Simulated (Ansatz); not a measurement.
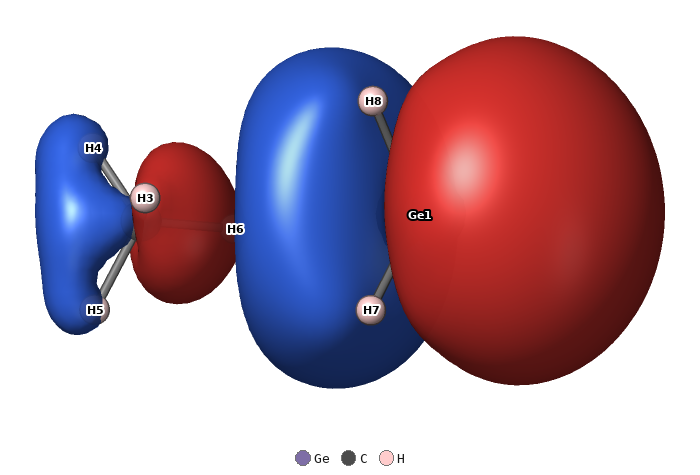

The picture shows: GeH2···CH4. One frontier orbital at ±0.06 Å⁻³ᐟ² (red and blue are the two phases), seen at a tilt.

Computed with RKS B3LYP/def2-SVP in Ansatz.

Input file:

```
crystal:
  periodic: [false, false, false]
  atoms:
    - { symbol: Ge, position_ang: [-0.152035, -0.05981, -0.939817] }
    - { symbol: C, position_ang: [1.476733, 0.028349, 1.766952] }
    - { symbol: H, position_ang: [0.402479, -0.198583, 1.663395] }
    - { symbol: H, position_ang: [1.948488, -0.788369, 2.33124] }
    - { symbol: H, position_ang: [1.58383, 0.978739, 2.307394] }
    - { symbol: H, position_ang: [1.980676, 0.114632, 0.7866] }
    - { symbol: H, position_ang: [-0.989255, 1.105442, -0.224803] }
    - { symbol: H, position_ang: [-1.038415, -1.1804, -0.209762] }
basis:
  gaussian: { orbitals: def2-SVP }
hamiltonian:
  xc: b3lyp
relax:
  f_tol: 0.03
  max_steps: 50
output:
  orbitals: {}
```

Launched as:

```sh
ansatz run input.yaml --threads 1 --pin off --max-ram 2048MiB --backend cpu --events-out ev --progress --plain --runs-dir out
```

The fields are those of the run's last geometry, not of the input's.

Q: Which orbital is it: HOMO or LUMO?

A: The LUMO, at −2.68 eV. By Hirshfeld shares it lies mainly on Ge1 (about 80 %).
